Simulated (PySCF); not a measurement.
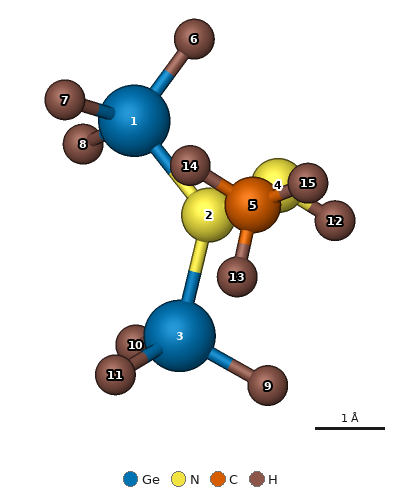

The structure as given in the input (ball-and-stick view, seen at a tilt; atoms are numbered from 1 in the order of the input). Sticks mark near contacts.

**CH$_{10}$Ge$_{2}$N$_{2}$: geometry relaxation**

System: CH$_{10}$Ge$_{2}$N$_{2}$.
Method: PBE0-D3(BJ)/def2-SVP geometry optimisation, gas phase (PySCF 2.14.0).

## What the program printed
```
step   0  E = -4306.24350589  max force = 0.037695
step   1  E = -4306.25267324  max force = 0.007595
step   2  E = -4306.25350142  max force = 0.002020
step   3  E = -4306.25375062  max force = 0.001970
step   4  E = -4306.25409213  max force = 0.003783
step   5  E = -4306.25434558  max force = 0.002213
step   6  E = -4306.25452689  max force = 0.001634
step   7  E = -4306.25466693  max force = 0.001160
step   8  E = -4306.25472389  max force = 0.000737
step   9  E = -4306.25474360  max force = 0.000430
step  10  E = -4306.25475386  max force = 0.000361
optimisation converged
```

## Trajectory as extended XYZ (Å, eV, eV/Å), 7 of the 11 frames kept, from step=0 to step=10
```
15
Properties=species:S:1:pos:R:3:forces:R:3 step=0 energy=-117178.85433
Ge   -0.8812    1.7838   -0.1489   -0.1485   0.5212  -0.2037
N    -0.4152    0.0722   -0.4671    1.6824  -0.3846  -0.5447
Ge   -1.2787   -1.4059    0.1929    0.8324   0.2155   0.5194
N     1.0029    0.0198   -0.8466   -1.9384   0.0084  -0.0065
C     1.8498   -0.2463    0.2661   -0.3091   0.5867   0.6164
H    -0.2759    2.6050   -1.2500    0.2223   0.4118  -0.4759
H    -0.4163    2.3264    1.1810    0.2910   0.1762   0.6545
H    -2.3811    1.8555   -0.1680   -0.7787  -0.0098   0.0204
H    -0.7461   -2.5545   -0.5925    0.2735  -0.7941  -0.5698
H    -2.7188   -1.1709    0.0032   -1.2660   0.1850  -0.2234
H    -1.0280   -1.7063    1.6717    0.0714  -0.0234   0.3570
H     1.0755   -0.7348   -1.5185    0.0733  -0.0981  -0.3470
H     1.5816   -1.1638    0.7990    0.1046  -0.4706   0.3323
H     1.7498    0.5944    0.9857    0.2617  -0.2675  -0.1315
H     2.8708   -0.2999   -0.0934    0.6281  -0.0567   0.0026
15
Properties=species:S:1:pos:R:3:forces:R:3 step=2 energy=-117179.12633
Ge   -0.8992    1.8698   -0.2285    0.0457   0.0034  -0.0342
N    -0.3563    0.1204   -0.4599    0.0510  -0.0248   0.1039
Ge   -1.2817   -1.3574    0.1773    0.0064  -0.0262  -0.0808
N     1.0188    0.0202   -0.7535    0.0006  -0.0307   0.0899
C     1.8564   -0.3725    0.3588   -0.0702   0.0239  -0.0469
H    -0.3551    2.7001   -1.4000   -0.0228   0.0078  -0.0283
H    -0.3753    2.4628    1.1021    0.0136   0.0043  -0.0136
H    -2.4398    1.8608   -0.1951   -0.0101  -0.0149   0.0126
H    -0.7648   -2.5618   -0.6387   -0.0151  -0.0054   0.0073
H    -2.7764   -1.1022   -0.0794    0.0086   0.0096  -0.0064
H    -1.0792   -1.6566    1.6816    0.0101   0.0101   0.0131
H     1.1470   -0.6211   -1.5359   -0.0222   0.0602  -0.0229
H     1.5918   -1.3543    0.8058    0.0058  -0.0075   0.0158
H     1.7927    0.3844    1.1563    0.0034  -0.0035  -0.0061
H     2.9031   -0.4205    0.0213   -0.0048  -0.0062  -0.0033
15
Properties=species:S:1:pos:R:3:forces:R:3 step=3 energy=-117179.13311
Ge   -0.8973    1.8799   -0.2352   -0.0260  -0.0289  -0.0346
N    -0.3593    0.1286   -0.4370    0.1013  -0.0322   0.0732
Ge   -1.2723   -1.3621    0.1775   -0.0557   0.0291  -0.0467
N     1.0143    0.0358   -0.7328    0.0217   0.0083   0.0644
C     1.8485   -0.3882    0.3675   -0.0210   0.0236  -0.0197
H    -0.3899    2.6810   -1.4404   -0.0047   0.0311  -0.0541
H    -0.3484    2.5072    1.0650    0.0457   0.0183   0.0284
H    -2.4341    1.8589   -0.1674   -0.0677   0.0092   0.0163
H    -0.7451   -2.5573   -0.6391    0.0111  -0.0383  -0.0260
H    -2.7629   -1.1105   -0.0911   -0.0452  -0.0017  -0.0033
H    -1.0784   -1.6636    1.6803    0.0119  -0.0070   0.0427
H     1.1422   -0.5737   -1.5393    0.0157   0.0142  -0.0236
H     1.5842   -1.3820    0.7886   -0.0018  -0.0027   0.0056
H     1.7859    0.3468    1.1862   -0.0003  -0.0145  -0.0229
H     2.8948   -0.4287    0.0292    0.0153  -0.0085   0.0003
15
Properties=species:S:1:pos:R:3:forces:R:3 step=5 energy=-117179.14930
Ge   -0.9117    1.8925   -0.2601   -0.0773  -0.0160  -0.0107
N    -0.3411    0.1453   -0.3645    0.1138  -0.0030   0.0423
Ge   -1.2738   -1.3628    0.1661   -0.0399   0.0245  -0.0188
N     1.0341    0.0852   -0.6558   -0.0796   0.0836  -0.0592
C     1.8594   -0.4328    0.4023    0.0589  -0.0329   0.0722
H    -0.5947    2.6002   -1.5886   -0.0052   0.0210  -0.0141
H    -0.2219    2.6412    0.8999    0.0356   0.0010   0.0028
H    -2.4328    1.8416   -0.0084   -0.0108   0.0170   0.0037
H    -0.7249   -2.5489   -0.6516    0.0103  -0.0178  -0.0223
H    -2.7537   -1.1027   -0.1559   -0.0233  -0.0075   0.0092
H    -1.1320   -1.6853    1.6718    0.0014  -0.0179   0.0072
H     1.1800   -0.4193   -1.5287    0.0234  -0.0650   0.0119
H     1.5937   -1.4604    0.7350   -0.0103   0.0125  -0.0097
H     1.7933    0.2268    1.2822   -0.0013  -0.0027  -0.0098
H     2.9082   -0.4487    0.0685    0.0043   0.0034  -0.0047
15
Properties=species:S:1:pos:R:3:forces:R:3 step=7 energy=-117179.15804
Ge   -0.9164    1.8896   -0.2711    0.0032   0.0088  -0.0138
N    -0.3289    0.1434   -0.3228   -0.0499   0.0336   0.0417
Ge   -1.2871   -1.3752    0.1312    0.0051  -0.0107  -0.0218
N     1.0417    0.0876   -0.6222    0.0188  -0.0061  -0.0596
C     1.8725   -0.4147    0.4430    0.0122  -0.0163   0.0182
H    -0.7560    2.5380   -1.6620   -0.0017  -0.0140   0.0205
H    -0.0914    2.6909    0.7591   -0.0182  -0.0095  -0.0113
H    -2.4047    1.8618    0.1403    0.0262  -0.0108  -0.0011
H    -0.7537   -2.5294   -0.7477   -0.0031   0.0228   0.0100
H    -2.7672   -1.0869   -0.1760    0.0213   0.0068   0.0090
H    -1.1500   -1.7805    1.6186    0.0015  -0.0027  -0.0175
H     1.1915   -0.4369   -1.4841   -0.0079  -0.0169   0.0211
H     1.5947   -1.4310    0.7977    0.0015   0.0033  -0.0020
H     1.8187    0.2646    1.3078   -0.0025   0.0048   0.0061
H     2.9181   -0.4493    0.1003   -0.0064   0.0068   0.0006
15
Properties=species:S:1:pos:R:3:forces:R:3 step=8 energy=-117179.15959
Ge   -0.9156    1.8879   -0.2718    0.0137   0.0030  -0.0173
N    -0.3277    0.1420   -0.3136   -0.0379   0.0246   0.0313
Ge   -1.2900   -1.3789    0.1194    0.0005  -0.0082  -0.0151
N     1.0414    0.0793   -0.6201    0.0332  -0.0212  -0.0210
C     1.8756   -0.4024    0.4540   -0.0104  -0.0003  -0.0057
H    -0.7883    2.5229   -1.6719    0.0016  -0.0095   0.0104
H    -0.0663    2.6979    0.7301   -0.0160  -0.0019  -0.0027
H    -2.3931    1.8629    0.1733    0.0122  -0.0094   0.0019
H    -0.7667   -2.5148   -0.7882   -0.0022   0.0119   0.0070
H    -2.7706   -1.0767   -0.1696    0.0125   0.0050   0.0056
H    -1.1437   -1.8188    1.5956    0.0038  -0.0004  -0.0086
H     1.1860   -0.4694   -1.4678   -0.0115   0.0012   0.0080
H     1.5944   -1.4088    0.8322    0.0044  -0.0011   0.0000
H     1.8273    0.2969    1.3031   -0.0017   0.0017   0.0042
H     2.9194   -0.4479    0.1074   -0.0023   0.0047   0.0020
15
Properties=species:S:1:pos:R:3:forces:R:3 step=10 energy=-117179.16041
Ge   -0.9169    1.8873   -0.2742   -0.0053  -0.0040  -0.0097
N    -0.3266    0.1434   -0.3011    0.0186   0.0004   0.0151
Ge   -1.2902   -1.3800    0.1145   -0.0043   0.0015  -0.0019
N     1.0413    0.0737   -0.6169   -0.0011  -0.0012   0.0069
C     1.8793   -0.3961    0.4599   -0.0061   0.0036  -0.0052
H    -0.7993    2.5084   -1.6803    0.0030   0.0028  -0.0039
H    -0.0706    2.7111    0.7173    0.0013   0.0027   0.0041
H    -2.3904    1.8551    0.1801   -0.0055   0.0018  -0.0001
H    -0.7792   -2.4977   -0.8208   -0.0014  -0.0052  -0.0037
H    -2.7714   -1.0642   -0.1504   -0.0040  -0.0004   0.0014
H    -1.1273   -1.8509    1.5785    0.0041  -0.0010   0.0024
H     1.1775   -0.4889   -1.4565   -0.0018   0.0019  -0.0045
H     1.6015   -1.3989    0.8497    0.0021  -0.0020  -0.0005
H     1.8320    0.3123    1.3015   -0.0017  -0.0022  -0.0010
H     2.9222   -0.4424    0.1108    0.0020   0.0011   0.0006
```

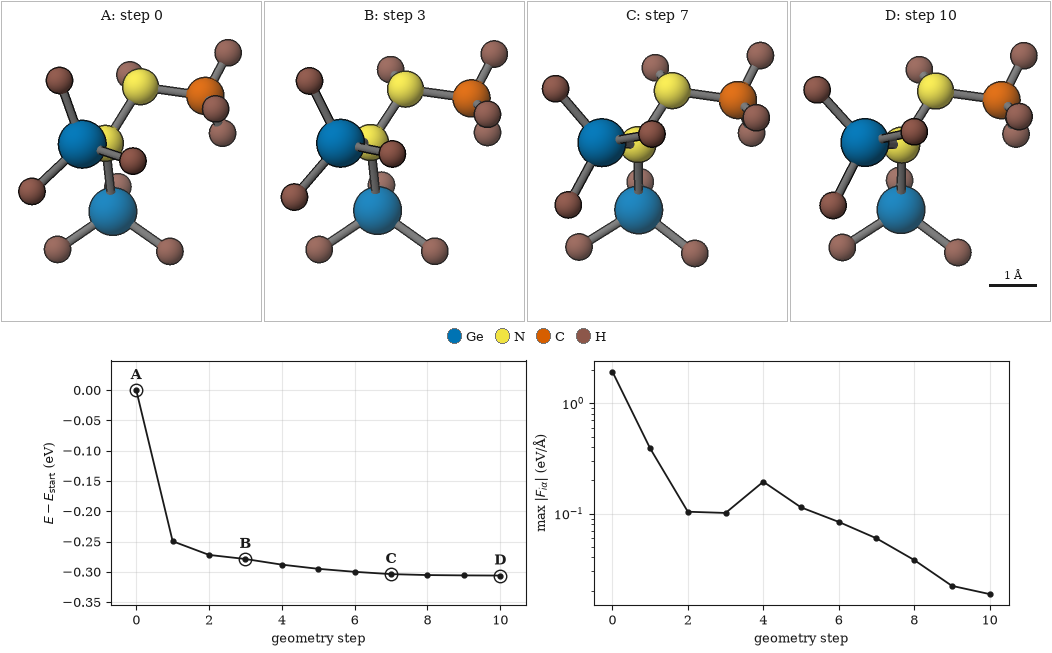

Frames of the relaxation (ball-and-stick view, seen at a tilt) above the curves, on which the letters mark them (steps are counted from 0).

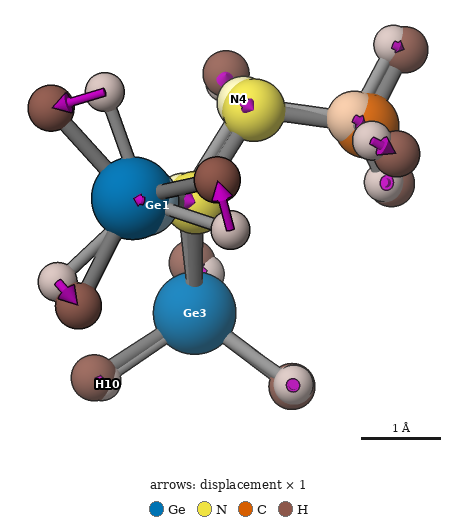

Start (faint) and end (solid) with the displacements as pink arrows, at true length (ball-and-stick view, seen at a tilt). The two geometries are laid on each other by the best rigid fit. After 10 geometry steps the energy has fallen by 0.306 eV. Largest force component: 1.9 eV/Å at the start, 0.019 eV/Å at the end. H6 moves most after the best rigid fit: 0.74 Å. Largest moves by element: H 0.74 Å, N 0.22 Å, C 0.19 Å, Ge 0.15 Å. Among the contacts that change: Ge3–H10 1.471 → 1.537 Å, N2–N4 1.469 → 1.406 Å, Ge3–H9 1.490 → 1.544 Å, Ge1–H6 1.501 → 1.542 Å. Among the angles that change: N2–Ge1–H7 114.7° → 109.8°, N2–N4–H12 105.5° → 110.0°, N2–Ge1–H6 106.6° → 110.1°. (Atoms are counted from 1 in the order of the input.)

The run was set up as follows.

## The input
```
{"job": {"xc": "PBE0", "basis": "def2-SVP", "d3": "d3bj", "grid": 2, "kind": "geom", "shake": 0.01}, "charge": 0, "multiplicity": 1}
Ge    -0.881164     1.783761    -0.148926
N     -0.415157     0.072188    -0.467080
Ge    -1.278741    -1.405861     0.192928
N      1.002898     0.019784    -0.846565
C      1.849801    -0.246292     0.266108
H     -0.275896     2.605012    -1.250003
H     -0.416346     2.326389     1.180962
H     -2.381150     1.855501    -0.167997
H     -0.746055    -2.554532    -0.592483
H     -2.718793    -1.170858     0.003231
H     -1.028034    -1.706312     1.671653
H      1.075483    -0.734759    -1.518445
H      1.581617    -1.163838     0.799027
H      1.749840     0.594386     0.985681
H      2.870771    -0.299941    -0.093422
```

The first line tells a small driver script what to run in PySCF; the rest is the geometry in Å.

Launch command:
```bash
OMP_NUM_THREADS=1 python <driver script> task.json out
```

## Results in brief

| quantity | value |
| --- | --- |
| outcome | converged |
| total energy | −4306.254754 hartree |
| dipole moment | 1.07 D |
| point group | C1 |
| hardware | 1 CPU thread, shared host |
| wall time | 3.2 min |
| peak memory | 0.81 GiB |
